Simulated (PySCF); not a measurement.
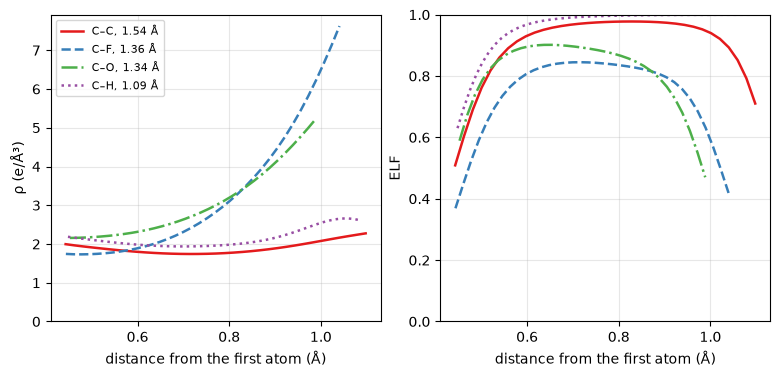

Figure. C4H8F2O2 (SMILES COCC(F)(F)OC). Electron density and electron localisation function along straight lines between neighbouring atoms. The curves leave out the atomic cores.

Geometry: GFN2-xTB.

Level of theory: CAM-B3LYP/def2-SVPD, SCF density, gas phase (PySCF).

Input

```
{"job": {"kind": "uv", "xc": "CAM-B3LYP", "basis": "def2-SVPD", "nstates": 8, "ntriplets": 3}, "charge": 0, "multiplicity": 1}
C     -2.600517     0.236731    -0.173785
O     -1.805067    -0.786154    -0.739799
C     -0.636735    -1.074224    -0.043286
C      0.445114     0.019741    -0.125924
F      0.417553     0.642375    -1.340058
F      0.166856     1.042749     0.753808
O      1.646367    -0.516269     0.132641
C      2.753900     0.390458     0.090429
H     -3.519285     0.252948    -0.755733
H     -2.830421     0.017252     0.874946
H     -2.115532     1.214206    -0.237068
H     -0.214279    -1.973680    -0.495891
H     -0.823765    -1.252923     1.026217
H      3.623392    -0.208693     0.344942
H      2.864353     0.812042    -0.910628
H      2.620470     1.192385     0.819211
```

Launched as:

```sh
OMP_NUM_THREADS=1 python probes_run.py task.json out
```

Compare the contacts.

Answer. C–C (1.54 Å): the density is about 1.8 e/Å³ at the midpoint; the ELF peaks at about 1 between the atoms (localised, covalent bonding).
C–F (1.36 Å): ρ at the midpoint is about 2.2 e/Å³, with its minimum of 1.7 e/Å³ about 0.5 Å from C; the ELF peaks at about 0.85 between the atoms; a polar covalent bond.
C–O (1.34 Å): the density is about 2.5 e/Å³ at the midpoint; the ELF peaks at about 0.90 between the atoms, as expected for a polar covalent bond.
C–H (1.09 Å): ρ is about 2 e/Å³ halfway; the ELF climbs to about 1 towards the hydrogen, as it does in any bond to H (a covalent bond by its length).
